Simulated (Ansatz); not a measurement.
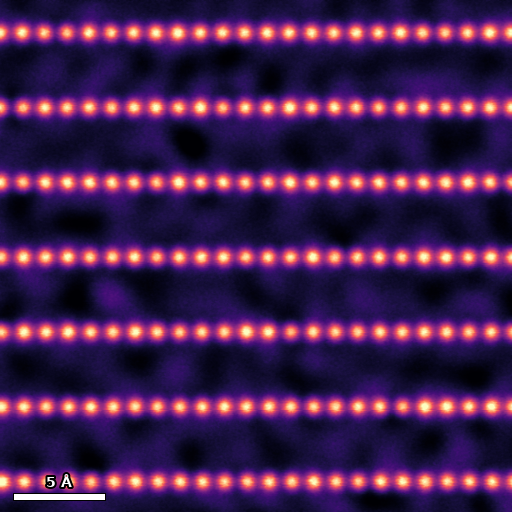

Z-contrast image of C (P6_3/mmc, No. 194). Simulated incoherent Z contrast: every atom adds Z^1.7 spread by a probe of 0.76 Å full width; channelling and multiple scattering are left out. The probe carries 15 % of its weight in a tail 2.5 times as wide. Shot noise, a slight drift and the speckle of an amorphous layer were added. Structure: the geometry relaxed at fixed volume with DFT r2SCAN, scalar-relativistic, plane waves, PAW in Ansatz 0.2.0.

```yaml
crystal:
  lattice:
    - [2.45806, 0.00000, 0.00000]
    - [-1.22903, 2.12875, 0.00000]
    - [0.00000, 0.00000, 8.26215]
  atoms:
    - { symbol: C, position: [0.00000, 0.00000, 0.25000] }
    - { symbol: C, position: [0.00000, 0.00000, 0.75000] }
    - { symbol: C, position: [0.33333, 0.66667, 0.25000] }
    - { symbol: C, position: [0.66667, 0.33333, 0.75000] }
```

Which beam direction gives this image, [210], [001], [421] or [201]? (Directions equivalent by symmetry count as one.)

[210]. The projected cells are 1.23 × 4.13 Å, 90° for [210]; 2.46 × 2.46 Å, 120° for [001]; 1.93 × 1.93 Å, 101° for [421]; 2.11 × 2.38 Å, 116° for [201], and the image repeats as the [210] one does.
